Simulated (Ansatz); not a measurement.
```xyz
5

Cl   -1.7235   -0.9563    0.3413
O     1.3228   -0.4110    0.6876
Sn    0.4430    0.4031   -0.8367
H     2.2436   -0.3829    0.9927
H    -2.7565   -0.7106   -0.4072
```

Geometry: r2SCAN-D4/def2-SVP; core potentials replace the inner electrons of Sn.

Level of theory: isolated molecule in a Gaussian basis; Kohn-Sham density functional theory, functional PBE0 in Ansatz 0.2.0.

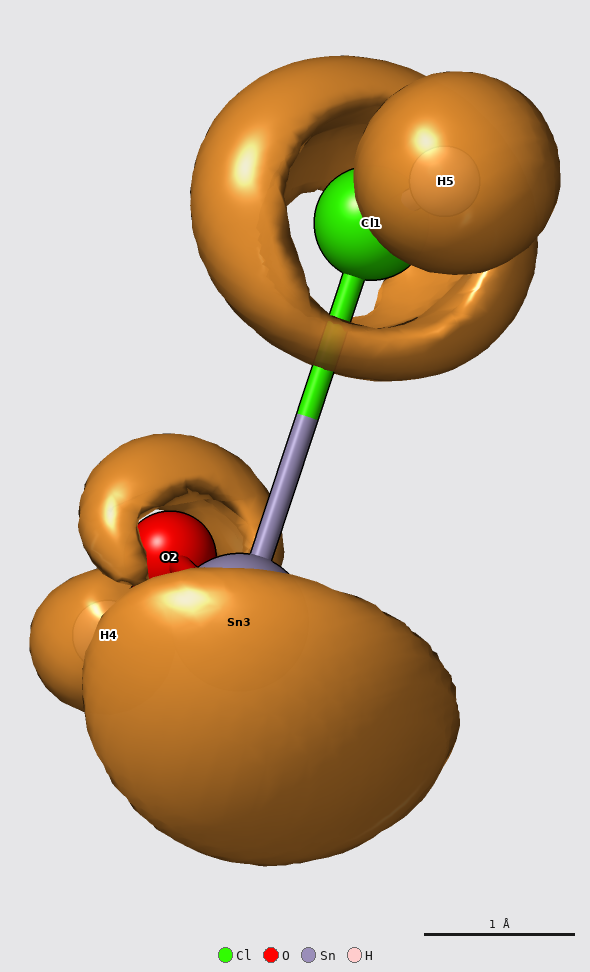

ClH2OSn (charge +1). Isosurface of the ELF at 0.85 (orange), seen at an oblique angle. Core shells and regions of very low density are left out.

**Where are the electrons localised?**

The ELF exceeds this value in two regions around hydrogen nuclei, one lobe on O, pointing away from the bonds (lone pairs, which may merge into one lobe), one lobe on Sn, pointing away from the bonds (lone pairs) and one region wrapped around Cl (its valence shell). Along the contacts the grid gives the following. Sn–O (1.94 Å): the ELF peaks at about 0.85 in the valence shell of O, 0.6 Å from its nucleus, and drops to about 0.15 between the two atoms. Sn–Cl (2.82 Å): the ELF peaks at about 0.90 in the valence shell of Cl, 0.8 Å from its nucleus, and drops to about 0.15 between the two atoms.
